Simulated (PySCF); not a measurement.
**What a change does: NMR shielding calculation on C2H12O2Si3**

System: C2H12O2Si3.
Method of run 1: GIAO PW91/pcSseg-1 NMR shielding, non-relativistic, gas phase (PySCF 2.14.0).

The geometry comes from this level: GFN2-xTB. Text and figures count atoms from 1; the logs count them from 0 in places.

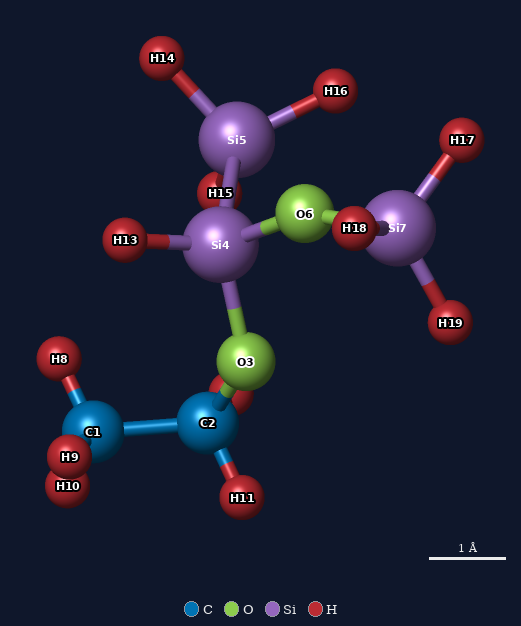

The structure (ball-and-stick view, seen at a tilt; atoms are numbered from 1 in the order of the input).

### Input file, run 1
```
{"job": {"kind": "nmr", "xc": "PW91", "basis": "pcSseg-1", "pop": true}, "charge": 0, "multiplicity": 1}
C     -2.772004    -0.460247     0.144155
C     -1.835442     0.213420    -0.848101
O     -0.525913    -0.260255    -0.762079
Si     0.477934    -0.295222     0.514074
Si     0.700571     1.748599     1.538754
O      1.907929    -0.706540    -0.123800
Si     2.965044    -1.167410    -1.255753
H     -2.477320    -0.212841     1.161194
H     -2.724957    -1.538907     0.020582
H     -3.792927    -0.126933    -0.021725
H     -2.169617     0.017490    -1.872813
H     -1.842140     1.298867    -0.681921
H      0.126041    -1.441968     1.365865
H      0.848650     1.630595     2.995255
H     -0.496114     2.592147     1.358566
H      1.822164     2.576576     1.078620
H      4.131552    -0.315811    -1.022296
H      3.249085    -2.580184    -1.009436
H      2.397661    -0.962127    -2.586603
```

The first line tells a small driver script what to run in PySCF; the rest is the geometry in Å.

Command:
```bash
OMP_NUM_THREADS=1 python <driver script> task.json out
```

Hardware: 1 CPU thread, shared host.

### Output (run 1)
```
coarse grid: 16656 points
cycle   1  E = -1101.9179672489  dE =  6.174e-01  |g| = 1.202e+00  |ddm| = 3.903e+00
cycle   2  E = -1100.5342465203  dE =  1.384e+00  |g| = 2.818e+00  |ddm| = 4.597e+00
cycle   3  E = -1102.1622462368  dE = -1.628e+00  |g| = 2.657e-01  |ddm| = 4.100e+00
cycle   4  E = -1102.1742960034  dE = -1.205e-02  |g| = 1.720e-01  |ddm| = 4.693e-01
cycle   5  E = -1102.1808153510  dE = -6.519e-03  |g| = 4.536e-02  |ddm| = 1.520e-01
cycle   6  E = -1102.1811557996  dE = -3.404e-04  |g| = 2.304e-02  |ddm| = 5.516e-02
cycle   7  E = -1102.1812517708  dE = -9.597e-05  |g| = 4.279e-03  |ddm| = 2.221e-02
cycle   8  E = -1102.1812556911  dE = -3.920e-06  |g| = 8.428e-04  |ddm| = 5.159e-03
final grid: 145080 points
cycle   9  E = -1102.2600040730  dE = -2.591e-05  |g| = 1.320e-02  |ddm| = 2.859e-02
cycle  10  E = -1102.2599125198  dE =  9.155e-05  |g| = 2.588e-02  |ddm| = 2.691e-02
cycle  11  E = -1102.2600349798  dE = -1.225e-04  |g| = 2.360e-03  |ddm| = 2.030e-02
cycle  12  E = -1102.2600362384  dE = -1.259e-06  |g| = 3.625e-04  |ddm| = 2.681e-03
cycle  13  E = -1102.2600362713  dE = -3.293e-08  |g| = 7.766e-05  |ddm| = 4.583e-04
cycle  14  E = -1102.2600362725  dE = -1.224e-09  |g| = 4.654e-05  |ddm| = 1.347e-04
cycle  15  E = -1102.2600362729  dE = -3.765e-10  |g| = 1.026e-05  |ddm| = 4.232e-05
converged SCF energy = -1102.2600362729

GIAO shielding tensors (ppm)
atom      isotropic    diamagn.    paramagn.     s11        s22        s33       span
  0 C      158.292     250.160     -91.868    143.868    153.592    177.414     33.546
  1 C      115.732     242.839    -127.108     84.776    102.083    160.336     75.560
  2 O      249.435     402.183    -152.749    180.057    246.789    321.458    141.401
  3 Si     353.296     883.210    -529.914    321.249    368.486    370.152     48.902
  4 Si     475.091     883.215    -408.123    454.683    475.228    495.362     40.679
  5 O      288.896     399.893    -110.997    205.234    282.551    378.901    173.667
  6 Si     380.014     881.488    -501.473    340.141    346.590    453.312    113.170
  7 H       30.530      31.972      -1.442     26.784     30.575     34.230      7.446
  8 H       30.046      30.396      -0.350     27.096     28.344     34.698      7.603
  9 H       30.495      27.704       2.791     27.119     27.316     37.049      9.930
 10 H       27.297      29.435      -2.139     22.128     27.260     32.502     10.374
 11 H       27.159      31.517      -4.358     23.082     27.145     31.251      8.169
 12 H       25.571      31.768      -6.197     22.336     24.108     30.269      7.933
 13 H       28.567      29.883      -1.316     25.754     25.965     33.981      8.226
 14 H       28.160      30.982      -2.822     24.327     27.439     32.714      8.388
 15 H       28.453      30.540      -2.087     25.047     26.510     33.802      8.755
 16 H       26.311      29.025      -2.714     22.536     24.911     31.486      8.950
 17 H       26.320      28.930      -2.610     22.840     24.540     31.579      8.739
 18 H       26.264      30.383      -4.118     22.578     25.319     30.896      8.318
```

For run 2 the input was changed thus:
```diff
-"xc": "PW91"
+"xc": "HSE06"
+"scf": {"conv": 1e-11}
+"grid": 1
```

How does run 2 compare with run 1?

The total energies belong to different methods, so their difference says nothing on which is more stable or more accurate. The HOMO goes from −6.36 to −7.24 eV. The LUMO goes from −1.14 to −0.66 eV. Of all shieldings, the largest change is that of O3, by +17.9 ppm. The functional changes from PW91 to HSE06. The SCF takes 12 iterations against 15.

### Output (run 2)
```
final grid: 69624 points
cycle   1  E = -1101.6478872732  dE =  6.155e-01  |g| = 1.012e+00  |ddm| = 3.827e+00
cycle   2  E = -1101.2378025238  dE =  4.101e-01  |g| = 1.756e+00  |ddm| = 2.475e+00
cycle   3  E = -1101.8251948639  dE = -5.874e-01  |g| = 1.287e-01  |ddm| = 1.922e+00
cycle   4  E = -1101.8281720965  dE = -2.977e-03  |g| = 5.868e-02  |ddm| = 1.688e-01
cycle   5  E = -1101.8290085700  dE = -8.365e-04  |g| = 8.693e-03  |ddm| = 5.014e-02
cycle   6  E = -1101.8290260798  dE = -1.751e-05  |g| = 1.750e-03  |ddm| = 1.049e-02
cycle   7  E = -1101.8290267840  dE = -7.042e-07  |g| = 3.929e-04  |ddm| = 2.424e-03
cycle   8  E = -1101.8290268178  dE = -3.374e-08  |g| = 1.492e-04  |ddm| = 5.188e-04
cycle   9  E = -1101.8290268228  dE = -5.067e-09  |g| = 2.284e-05  |ddm| = 1.286e-04
cycle  10  E = -1101.8290268229  dE = -1.000e-10  |g| = 8.341e-06  |ddm| = 2.783e-05
cycle  11  E = -1101.8290268230  dE = -1.637e-11  |g| = 2.499e-06  |ddm| = 9.190e-06
cycle  12  E = -1101.8290268230  dE =  5.002e-12  |g| = 2.305e-06  |ddm| = 3.962e-06
converged SCF energy = -1101.8290268230

GIAO shielding tensors (ppm)
atom      isotropic    diamagn.    paramagn.     s11        s22        s33       span
  0 C      163.813     250.469     -86.656    149.250    160.284    181.906     32.656
  1 C      123.465     242.085    -118.619     93.747    110.220    166.429     72.683
  2 O      267.338     402.320    -134.982    204.288    264.070    333.655    129.367
  3 Si     367.821     881.925    -514.104    337.497    379.222    386.743     49.246
  4 Si     482.961     882.159    -399.198    462.692    484.502    501.690     38.997
  5 O      298.289     400.796    -102.507    225.786    288.175    380.906    155.120
  6 Si     393.563     880.258    -486.695    357.563    362.765    460.359    102.796
  7 H       30.617      31.796      -1.179     26.623     30.615     34.612      7.990
  8 H       30.100      30.304      -0.204     26.880     28.333     35.086      8.206
  9 H       30.600      27.806       2.794     26.971     27.250     37.579     10.608
 10 H       27.492      29.501      -2.009     22.217     27.295     32.965     10.747
 11 H       27.440      31.398      -3.958     23.245     27.393     31.682      8.437
 12 H       25.996      31.709      -5.713     22.678     24.601     30.709      8.031
 13 H       28.622      29.776      -1.155     25.744     25.938     34.183      8.440
 14 H       28.269      30.828      -2.559     24.392     27.491     32.925      8.533
 15 H       28.490      30.418      -1.928     25.004     26.498     33.969      8.965
 16 H       26.582      28.975      -2.393     22.780     25.179     31.788      9.008
 17 H       26.591      28.890      -2.299     23.079     24.808     31.887      8.807
 18 H       26.543      30.279      -3.736     22.828     25.651     31.150      8.322
```

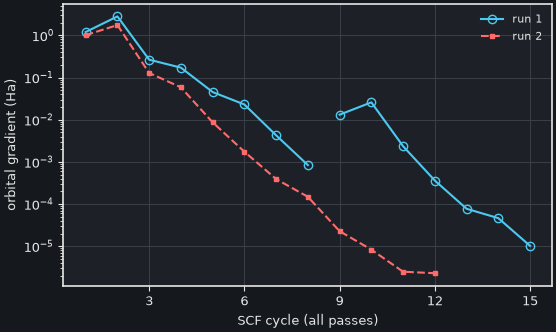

Convergence of the two runs: orbital gradient against the SCF cycle. A break in a curve parts two SCF passes (coarse and final grid). Run 1 takes 15 cycles in all, and run 2 takes 12.

### The two runs side by side

| quantity | run 1 | run 2 |
| --- | --- | --- |
| outcome | converged | converged |
| total energy (hartree) | −1102.260036 | −1101.829027 |
| HOMO (eV) | −6.36 | −7.24 |
| LUMO (eV) | −1.14 | −0.66 |
| dipole moment (D) | 1.37 | 1.40 |
| shielding of C1 (ppm) | 158.3 | 163.8 |
| shielding of C2 (ppm) | 115.7 | 123.5 |
| shielding of O3 (ppm) | 249.4 | 267.3 |
| shielding of Si4 (ppm) | 353.3 | 367.8 |
| shielding of Si5 (ppm) | 475.1 | 483.0 |
| shielding of O6 (ppm) | 288.9 | 298.3 |
| shielding of Si7 (ppm) | 380.0 | 393.6 |
| SCF iterations | 15 | 12 |
| basis functions | 200 | 200 |
| wall time (shared host) | 62 s | 73 s |
